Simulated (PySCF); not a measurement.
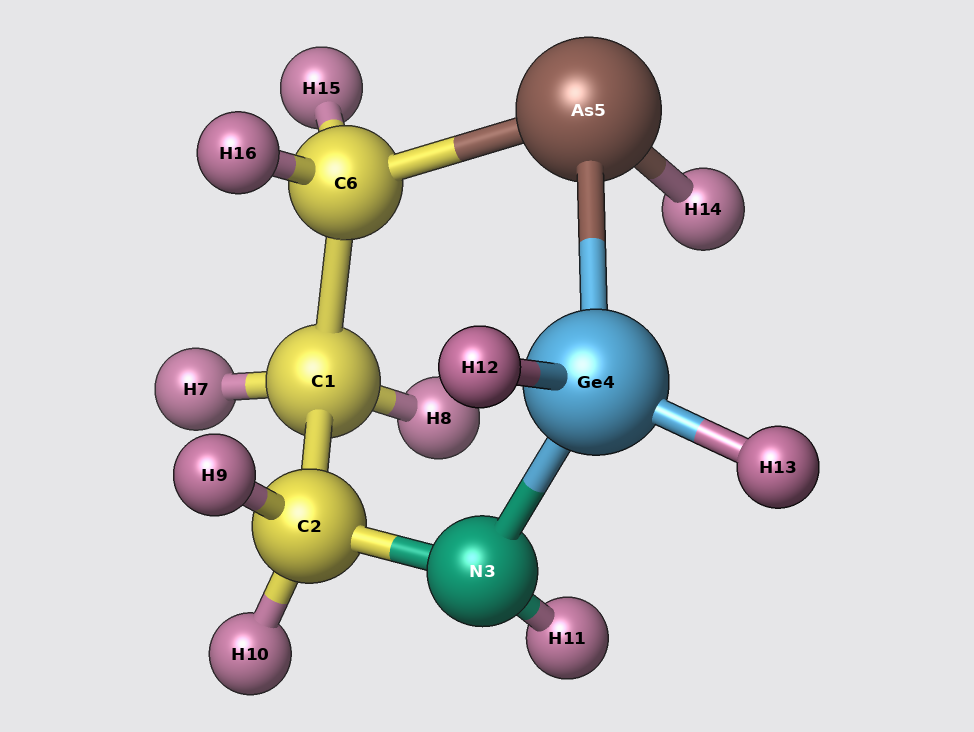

Computed geometry: GFN2-xTB optimisation. No frequency run is at hand to confirm it as a minimum. Level of theory: B3LYP/pcJ-1 (pcSseg-1 on As) (pcSseg-1 on Ge) indirect spin-spin coupling, non-relativistic, gas phase (PySCF 2.14.0). Isotopes: 13C, 1H, 15N.

Give the spin–spin coupling constants of these pairs, with the number of bonds between them: C2/N3, N3/H11, N3/H10, N3/H13, N3/H12, N3/H9, N3/H8, N3/H7.

| pair | bonds apart | J (Hz) |
| --- | --- | --- |
| C2, N3 | 1 | −4.1 |
| N3, H11 | 1 | −71.2 |
| N3, H10 | 2 | −2.0 |
| N3, H13 | 2 | −4.8 |
| N3, H12 | 2 | −7.5 |
| N3, H9 | 2 | −3.5 |
| N3, H8 | 3 | −1.6 |
| N3, H7 | 3 | −2.2 |

The geometry is semi-empirical. Around As, Ge such bond lengths and angles can be off by a tenth of an ångström or more and by several degrees, and values that hang on the shape move with them.
